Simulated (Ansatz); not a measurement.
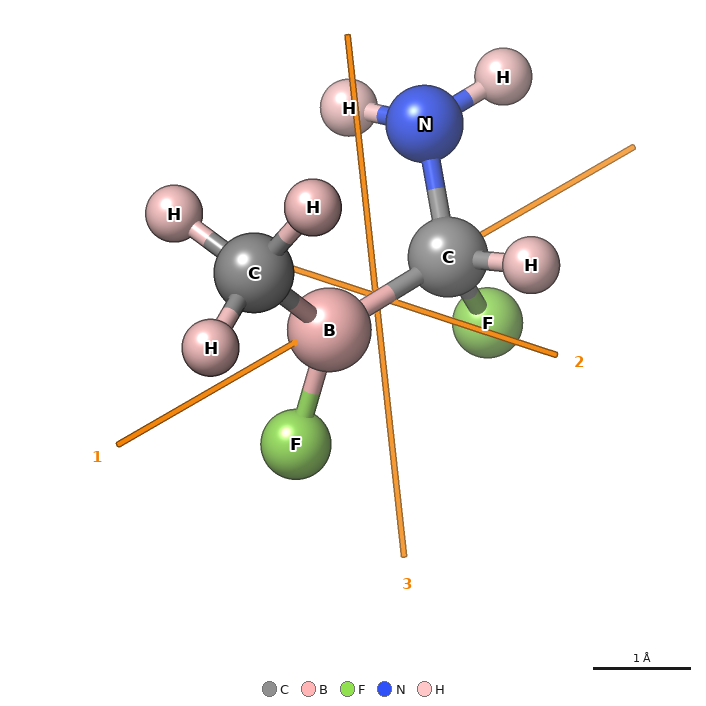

The three principal axes of inertia are drawn and numbered. Depth is shown by fading: the farther an atom, the more it takes the colour of the background. Computed geometry: PBE0-D4/def2-TZVP optimisation. No frequency run is at hand to confirm it as a minimum. Masses are those of the most abundant isotopes; constants are for the rigid equilibrium geometry.

### Which line is the a axis (least moment of inertia), which b and which c?

a is line 1, b is line 3, c is line 2; the moments are 109, 177, 268 u Å².

### What kind of rotor is it, and what are its rotational constants in cm⁻¹?

An asymmetric top (C1): A = 0.154, B = 0.0952, C = 0.0630 cm⁻¹. Ray's parameter κ is −0.29, nearer the prolate limit.
